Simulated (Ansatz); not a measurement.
**Run report: CH$_{6}$AlNO, geometry relaxation (part 2 of 2)**

CH$_{6}$AlNO; UKS BLYP-D4/def2-SVP (Ansatz 0.2.0). The input holds or restrains some coordinates. It belongs to a series of runs on one base structure; here: pulled along the bonds that form and break, towards end A.

Geometry of the input (Å):
```
Al -0.9132  -1.3847  0.8380
O  0.3030  0.0855  -0.2099
C  1.2939  0.6674  -0.9958
N  -1.9388  0.0135  0.9230
H  -0.8124  0.4359  0.3263
H  -0.4178  -2.8226  0.9922
H  0.8670  1.0556  -1.9275
H  1.7668  1.4930  -0.4518
H  2.0620  -0.0724  -1.2442
H  -2.2107  0.5287  1.7496
```

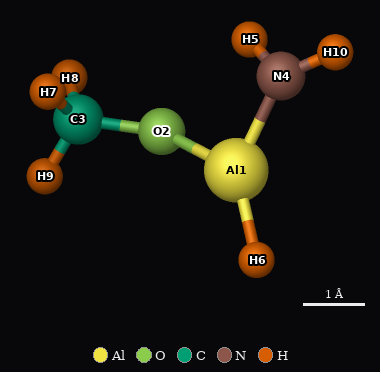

**Figure 1.** The geometry at step 8 of the log (ball-and-stick view, seen at a tilt; atoms are numbered from 1 in the order of the input).

### Trajectory as extended XYZ, continued
```
10
Properties=species:S:1:pos:R:3:forces:R:3 step=3 energy=-11261.92868
Al   -0.7902   -1.2978    0.7487    2.9165   0.9738  -1.8119
O     0.4595   -0.1302   -0.2362   -2.7625  -1.7321   2.0898
C     1.3094    0.6450   -1.0004    0.2783  -0.9273   0.0764
N    -1.9123    0.0396    0.9131   -0.9888  -0.5161   0.7085
H    -1.1515    0.5523    0.4777    0.2338   1.6386  -0.5129
H    -0.4186   -2.8220    0.9900   -0.2105   0.1603  -0.0106
H     0.8620    1.0569   -1.9326   -0.2095   0.0220  -0.1008
H     1.7679    1.4968   -0.4472   -0.0339   0.0925   0.1623
H     2.0916   -0.0693   -1.2634    1.1830   0.2489  -0.8105
H    -2.2180    0.5286    1.7503   -0.4063   0.0394   0.2095
10
Properties=species:S:1:pos:R:3:forces:R:3 step=4 energy=-11262.65423
Al   -0.7016   -1.2515    0.6936    1.9388   1.1939  -1.2178
O     0.5301   -0.2548   -0.2393   -1.9586  -1.0974   1.3231
C     1.3230    0.6052   -0.9976    0.2964  -0.5545   0.0084
N    -1.9345    0.0293    0.9423    0.1454  -0.4807   0.1222
H    -1.2919    0.6877    0.5012   -0.0972   0.9260  -0.3874
H    -0.4258   -2.8046    0.9863   -0.2056   0.3711  -0.0685
H     0.8504    1.0456   -1.9192   -0.2062  -0.2870   0.2353
H     1.7540    1.4842   -0.4402   -0.2243  -0.2968   0.1551
H     2.1486   -0.0506   -1.3048    0.8417   0.3987  -0.6497
H    -2.2524    0.5092    1.7776   -0.5304  -0.1733   0.4793
10
Properties=species:S:1:pos:R:3:forces:R:3 step=5 energy=-11263.06107
Al   -0.6173   -1.2120    0.7421    1.2666   1.0373  -1.3852
O     0.5906   -0.3172   -0.2189   -0.6173  -1.0612   0.7020
C     1.3506    0.5485   -1.0090   -0.1397   0.0179  -0.0101
N    -1.8820    0.0536    0.8951   -0.0675   0.8696   1.2409
H    -1.2534    0.8325    0.5818   -0.8203  -0.0574   0.1544
H    -0.4926   -2.7668    0.9915   -0.0566   0.0775   0.0941
H     0.7505    1.0029   -1.8542    0.1982  -0.3178   0.2144
H     1.7226    1.4299   -0.4180    0.0519  -0.2245  -0.0531
H     2.2434    0.0222   -1.4489   -0.2286   0.2443   0.0479
H    -2.4125    0.4063    1.7384    0.4133  -0.5856  -1.0053
10
Properties=species:S:1:pos:R:3:forces:R:3 step=6 energy=-11263.12574
Al   -0.6196   -1.2059    0.6680    1.2596   1.3163  -0.8435
O     0.6495   -0.1828   -0.0830   -0.9753  -1.4236   0.7445
C     1.3728    0.5566   -1.0091    0.0553   0.1898  -0.0626
N    -1.8617    0.0500    0.9443    0.0383  -0.0582   0.4223
H    -1.2828    0.8423    0.6199   -0.5856   0.3773   0.2604
H    -0.5666   -2.7538    0.9509    0.0483  -0.0216  -0.0369
H     0.7410    0.9101   -1.8669    0.0767  -0.0980   0.0561
H     1.7906    1.4846   -0.5313   -0.0051  -0.1902  -0.1019
H     2.2346   -0.0132   -1.4371   -0.0297   0.0416  -0.0140
H    -2.4581    0.3120    1.7443    0.1173  -0.1335  -0.4245
10
Properties=species:S:1:pos:R:3:forces:R:3 step=7 energy=-11263.11655
Al   -0.6128   -1.1814    0.6743    1.4387   1.2995  -1.0273
O     0.6674   -0.1005   -0.0185   -0.8778  -1.3369   0.6153
C     1.3829    0.5550   -1.0257    0.0053   0.0455   0.1080
N    -1.8479    0.0636    0.9612   -0.0668   0.2119   0.5866
H    -1.2247    0.8865    0.8037   -0.9463   0.0602   0.2666
H    -0.5696   -2.7390    0.9056    0.0556  -0.0229  -0.0321
H     0.7415    0.8476   -1.8951   -0.0190  -0.0116   0.0579
H     1.8381    1.5011   -0.6250   -0.0874  -0.1816  -0.0939
H     2.2241   -0.0505   -1.4410    0.0046  -0.0811   0.0396
H    -2.5991    0.2175    1.6602    0.4931   0.0169  -0.5208
10
Properties=species:S:1:pos:R:3:forces:R:3 step=8 energy=-11263.19541
Al   -0.5944   -1.1349    0.6165    1.4036   1.2857  -0.5594
O     0.6703    0.0647    0.0942   -0.7678  -1.3237   0.1898
C     1.3906    0.5402   -1.0164    0.0001  -0.0515   0.1412
N    -1.8336    0.0540    1.0306   -0.2723   0.0434   0.3564
H    -1.2993    0.9241    0.8795   -0.5601   0.2097   0.1911
H    -0.5142   -2.7046    0.7521    0.0202  -0.0105  -0.0753
H     0.7410    0.7417   -1.9052   -0.0063   0.0203   0.0484
H     1.8876    1.5053   -0.7451   -0.0248  -0.1186  -0.0963
H     2.1925   -0.1575   -1.3604    0.0173  -0.0225   0.0396
H    -2.6406    0.1669    1.6542    0.1901  -0.0324  -0.2356
10
Properties=species:S:1:pos:R:3:forces:R:3 step=9 energy=-11263.26818
Al   -0.5836   -1.0585    0.5944    1.1975   1.1146  -0.4895
O     0.5983    0.2210    0.0849   -0.6451  -1.3201   0.1661
C     1.4087    0.5189   -1.0251    0.0440  -0.0850  -0.0384
N    -1.8423    0.0413    1.1498   -0.2009  -0.1245   0.1550
H    -1.3853    0.9441    0.9728   -0.4960   0.3605   0.2224
H    -0.4503   -2.6354    0.5768    0.0156   0.0503  -0.0425
H     0.8193    0.6323   -1.9718    0.0458   0.0058   0.0645
H     1.9345    1.4869   -0.8533    0.0071  -0.0287  -0.0225
H     2.1998   -0.2480   -1.2288   -0.0634   0.0278   0.0499
H    -2.6993    0.0974    1.7001    0.0953  -0.0007  -0.0651
10
Properties=species:S:1:pos:R:3:forces:R:3 step=10 energy=-11263.28999
Al   -0.5923   -0.9938    0.5550    0.7568   1.2840  -0.3168
O     0.4874    0.3662    0.0215   -0.1338  -1.3424  -0.3511
C     1.4297    0.5003   -1.0425   -0.0259  -0.3441   0.0139
N    -1.8608    0.0289    1.2663    0.1867  -0.2169  -0.1274
H    -1.4819    0.9646    1.0579   -0.5313   0.1840   0.3001
H    -0.3785   -2.5673    0.4190   -0.0211   0.1880   0.0000
H     0.9408    0.5319   -2.0639    0.1283  -0.0733   0.4196
H     1.9780    1.4664   -0.9343   -0.0108  -0.1165   0.0524
H     2.2095   -0.3304   -1.0738   -0.4520   0.4612   0.0452
H    -2.7321    0.0331    1.7946    0.1031  -0.0240  -0.0360
10
Properties=species:S:1:pos:R:3:forces:R:3 step=11 energy=-11263.32068
Al   -0.6019   -0.9623    0.5386    0.9154   1.5319  -0.6501
O     0.3650    0.4274   -0.1178   -0.2336  -1.4428   0.1866
C     1.4249    0.4898   -1.0531   -0.1818  -0.0225   0.0730
N    -1.8541    0.0206    1.2868   -0.0968  -0.2020   0.0813
H    -1.5306    0.9674    1.0588   -0.4739   0.3155   0.2841
H    -0.3196   -2.4915    0.3952    0.0404  -0.2463  -0.0050
H     1.0410    0.5350   -2.1015    0.0643   0.0118  -0.0202
H     2.0271    1.4105   -0.8849    0.0187   0.0218   0.0072
H     2.1281   -0.3762   -0.9972    0.0062  -0.0062  -0.0050
H    -2.6801   -0.0208    1.8750   -0.0587   0.0389   0.0480
10
Properties=species:S:1:pos:R:3:forces:R:3 step=12 energy=-11263.32852
Al   -0.6053   -0.9593    0.5305    0.8152   1.2699  -0.6454
O     0.3134    0.4273   -0.1932   -0.3608  -1.4437   0.3197
C     1.4179    0.4936   -1.0646    0.1008  -0.0200   0.0117
N    -1.8541    0.0106    1.3068   -0.0933  -0.1350   0.0874
H    -1.5469    0.9527    1.0380   -0.4731   0.3416   0.2927
H    -0.2967   -2.5049    0.4377    0.0182  -0.0049  -0.0083
H     1.1057    0.5916   -2.1323   -0.0214   0.0073  -0.0137
H     2.0419    1.3872   -0.8284   -0.0135  -0.0029   0.0025
H     2.0957   -0.3946   -1.0068   -0.0233   0.0179  -0.0087
H    -2.6718   -0.0043    1.9123    0.0512  -0.0302  -0.0378
```

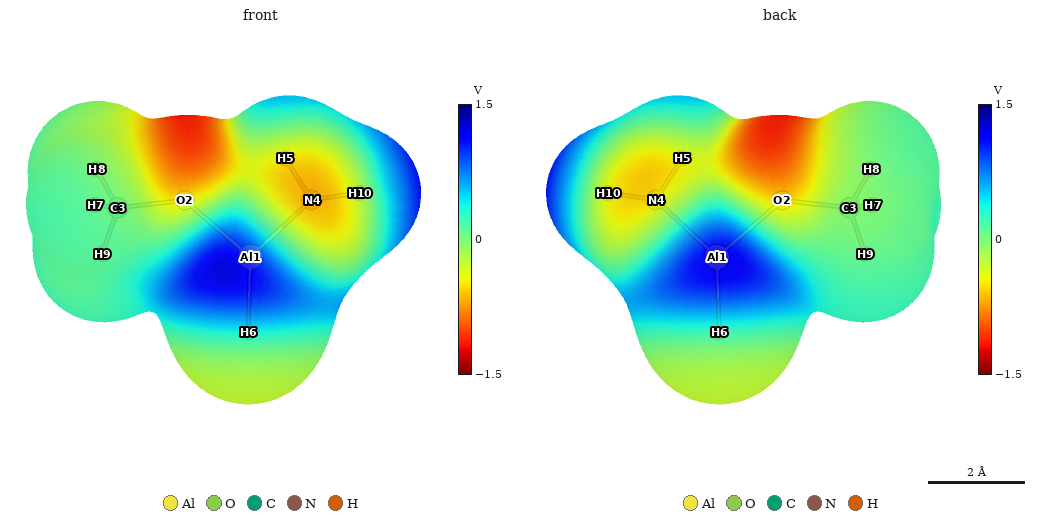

**Figure 2.** The electrostatic potential painted on the density surface at 0.001 e/bohr³, seen face on and from behind; the colour scale runs from red (negative) to blue (positive). A positive charge is drawn to the negative regions and a negative charge to the positive ones.

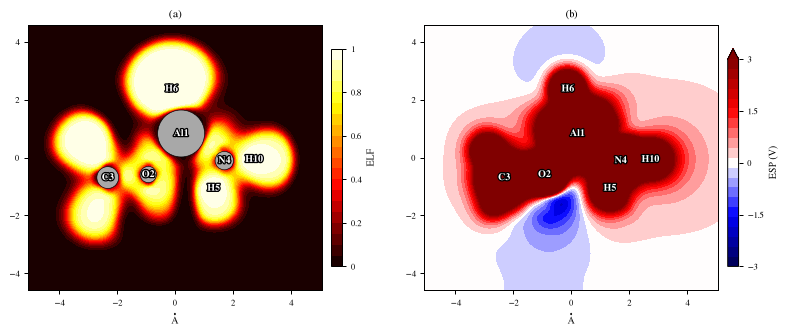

**Figure 3.** (a) electron localisation function; (b) molecular electrostatic potential on the plane of atoms O2, Al1 and N4. Grey discs, where drawn, cover atomic cores. The section cuts through Al, O, C, N and H sites. Al–N (1.76 Å): the ELF peaks at about 0.90 in the valence shell of N, 0.7 Å from its nucleus, and is about 0.55 at the midpoint. Al–O (1.81 Å): the ELF peaks at about 0.85 in the valence shell of O, 0.6 Å from its nucleus, and is about 0.40 at the midpoint. N–H (1.02 Å): the ELF climbs to about 1 towards the hydrogen, as it does in any bond to H (a covalent bond by its length). Al–H (1.58 Å): the ELF climbs to about 1 towards the hydrogen.

### Key numbers

| quantity | value |
| --- | --- |
| outcome | converged under the restraints of the input |
| total energy | −11263.3289 eV |
| mean-field energy | −11263.0028 eV |
| largest force (length of the vector) at the end, held atoms and coordinates included | 1.641 eV/Å |
| wall time | 34 s (CPU time 65 s) |
| peak memory | 0.17 GiB |
